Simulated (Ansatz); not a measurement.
# [BH4]− (SMILES [BH4-]): BLYP/6-31G

What is the energy change on altering one bond length of [BH4]− at BLYP/6-31G? 

The calculation is run with Ansatz 0.2.0.

5 further runs of the same task are left out: 4 that didn't finish, 1 set aside as unsound or not needed.

### Step 1. The structure to begin with

The species is [BH4]− (5 atoms), meant as a singlet with charge -1. SMILES: `[BH4-]`. The coordinates come from a GFN2-xTB relaxation.

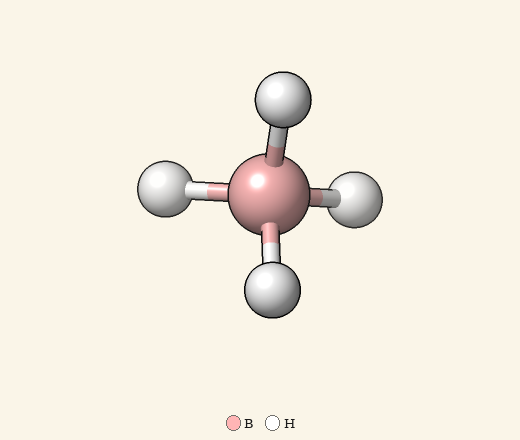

Viewed from a chosen angle; boron pink, hydrogen white.

### Step 2. The energy at BLYP/6-31G

run.yaml

```yaml
crystal:
  periodic: [false, false, false]
  atoms:
    - {symbol: B, position_ang: [0.000100, 0.000170, -0.000110]}
    - {symbol: H, position_ang: [0.683660, 0.997010, 0.217690]}
    - {symbol: H, position_ang: [0.726340, -0.988490, -0.067070]}
    - {symbol: H, position_ang: [-0.600410, 0.139700, -1.063360]}
    - {symbol: H, position_ang: [-0.809690, -0.148380, 0.912850]}
basis:
  gaussian:
    orbitals: 6-31G
total_charge: -1
hamiltonian:
  xc: {name: BLYP}
accuracy: high
```

Started as:

```sh
$ ansatz run run.yaml --threads 1 --pin off --max-ram 2610MiB --events-out events.jsonl --progress --plain --runs-dir runs
```

Log:

```text
Warning: RAYON_NUM_THREADS=1 ignored (pool sized by the plan → 1); use --threads N
Functional definition: BLYP
  name "BLYP"
  parameter beta = 0.0042
  parameter a = 0.04918
  parameter b = 0.132
  parameter c = 0.2533
  parameter d = 0.349
  exchange = b88_x(beta = beta)
  correlation = lyp_c(a = a, b = b, c = c, d = d)
414 factors; integrals over basis functions are off by at most 3.1e-9 eV
mean field evaluation 1: about -739.5920 eV, gradient 1.0e1 eV
mean field evaluation 2: about -739.6451 eV, gradient 1.0e1 eV
mean field evaluation 4: about -740.0064 eV, gradient 7.1e-3 eV
mean field evaluation 8: about -739.9976 eV, gradient 7.0e-5 eV
mean field -739.99762274 eV, -27.1944110473 hartree, gradient 5.0e-8 eV, S^2 0.000000; 0 other end points of the search recorded, 0 dependent functions left out
reference -739.99765837 eV, -27.1944123566 hartree; 5, 5 occupied and 12, 12 virtual orbitals, 414 factors
Total energy: -739.99765837 eV, -27.1944123566 hartree
```

Wall time 0.67 s (1 thread of Intel Xeon Platinum 8259CL at 2.50GHz (Skylake/Cascade Lake), shared host); peak memory 0.099 GiB.

### Step 3. The distorted shape at the same level

job.yaml

```yaml
crystal:
  periodic: [false, false, false]
  atoms:
    - {symbol: B, position_ang: [-0.170789, -0.249038, -0.054560]}
    - {symbol: H, position_ang: [0.683660, 0.997010, 0.217690]}
    - {symbol: H, position_ang: [0.555451, -1.237698, -0.121520]}
    - {symbol: H, position_ang: [-0.771299, -0.109508, -1.117810]}
    - {symbol: H, position_ang: [-0.980579, -0.397588, 0.858400]}
basis:
  gaussian: {orbitals: 6-31G}
total_charge: -1
hamiltonian: {xc: {name: BLYP}}
accuracy: high
```

Started as:

```sh
$ ansatz run job.yaml --threads 1 --pin off --max-ram 2610MiB --events-out events.jsonl --progress --plain --runs-dir runs
```

Log, shortened:

```text
Warning: RAYON_NUM_THREADS=1 ignored (pool sized by the plan → 1); use --threads N
[... 9 set-up lines as earlier in the session ...]
413 factors; integrals over basis functions are off by at most 3.8e-9 eV
mean field evaluation 1: about -739.3516 eV, gradient 7.7e0 eV
mean field evaluation 2: about -739.5134 eV, gradient 4.3e0 eV
mean field evaluation 4: about -739.5825 eV, gradient 1.4e-1 eV
mean field evaluation 8: about -739.5718 eV, gradient 1.4e-3 eV
mean field evaluation 16: about -739.5718 eV, gradient 5.7e-9 eV
mean field -739.57183073 eV, -27.1787634794 hartree, gradient 5.7e-9 eV, S^2 0.000000; 0 other end points of the search recorded, 0 dependent functions left out
reference -739.57186701 eV, -27.1787648127 hartree; 5, 5 occupied and 12, 12 virtual orbitals, 413 factors
Total energy: -739.57186701 eV, -27.1787648127 hartree
```

It took 0.7 s on 1 thread of Intel Xeon Platinum 8259CL at 2.50GHz (Skylake/Cascade Lake), shared host; peak memory 0.098 GiB.

### Step 4. Outcome

At BLYP/6-31G:

| quantity | value |
| --- | --- |
| first shape: total energy | -27.19441 Eh |
| distorted shape: total energy | -27.17876 Eh |
| energy change with the B1–H2 bond stretched from 1.228 to 1.535 Å | 0.426 eV |

What this shows: With the B1–H2 bond stretched from 1.228 to 1.535 Å the energy rises by 0.43 eV (9.8 kcal/mol). The first shape isn't relaxed at this level, so the change isn't measured from a minimum.
